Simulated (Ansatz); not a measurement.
# Cost against accuracy: basis.ecutwfc for Nb3PbS6 (P6_3/mcm, 20 atoms in the cell)

Cell: a = 5.8647 Å, b = 5.8647 Å, c = 14.8764 Å, α = 90.00°, β = 90.00°, γ = 120.00°.

Method of the run: LDA (PW92), default PAW files made with PBE (plane waves; Ansatz, a quantum-chemistry and plane-wave program).

Base settings: basis.ecutwfc = 420 eV; kpoints.mp_grid.grid = 4 4 2; hamiltonian.xc = lda; hamiltonian.pseudopotentials = {kind: paw} (the program's default PAW files); scf.occupations.method = gaussian; scf.occupations.width = 0.05 eV.

Misses are taken against the tightest run, 840 eV, which need not be fully converged itself. The energy is the free energy per atom.

The count of work is k-points × plane waves × bands × iterations; it is no time, and leaves out set-up, grids and terms that scale otherwise. 

Ansatz's pressure holds its estimate of the finite-basis (Pulay) stress, which hides part of the cutoff error; the uncorrected pressure shows it.

The starting cell comes from a database of computed structures (which also holds hypothetical and non-ambient phases and stackings), without a prior relaxation at this level. Spin polarisation is off. In the base run, with a pressure of about -6 GPa the cell is away from its equilibrium volume at this level. Ansatz's pressure includes its estimate of the finite-basis (Pulay) stress.

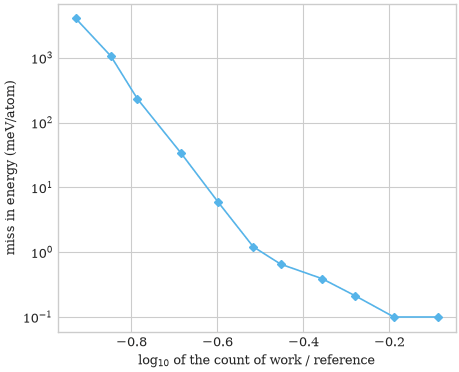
Figure: Miss against the count of work; the reference run is not drawn, and misses under 0.1 meV/atom are drawn there.

```tsv
basis.ecutwfc	energy less reference (meV/atom)	pressure less reference (GPa)	largest difference in the force on any atom (eV/Å)	uncorrected pressure less reference (GPa)	count of work / reference
170 eV	4065.13	-3.28	0.431	-110.59	0.12
210 eV	1065.50	0.01	0.053	-37.92	0.14
250 eV	233.93	0.75	0.100	-10.75	0.16
295 eV	34.46	0.04	0.014	-2.10	0.21
335 eV	5.96	0.00	0.000	-0.41	0.25
380 eV	1.21	0.00	0.000	-0.05	0.30
420 eV	0.65	0.00	0.000	-0.01	0.35
485 eV	0.39	0.00	0.000	-0.01	0.44
545 eV	0.21	0.00	0.000	-0.01	0.52
630 eV	0.07	0.00	0.000	0.00	0.65
735 eV	0.02	0.00	0.000	0.00	0.82
840 eV	0.00	0.00	0.000	0.00	1.0
```

Coarsest setting among those run that, with all tighter ones, holds the energy within 20 meV/atom of the reference: 335 eV, off by 6.0 meV/atom; it needs 0.25 of the reference's count of work.

Coarsest setting among those run that, with all tighter ones, holds the energy within 1 meV/atom of the reference: 420 eV, off by 0.65 meV/atom; it needs 0.35 of the reference's count of work.

The step from 210 eV to 630 eV: it takes the miss in the energy from 1100 to 0.07 meV/atom, for 4.6 times the count of work.

Keys are those of Ansatz 0.2.
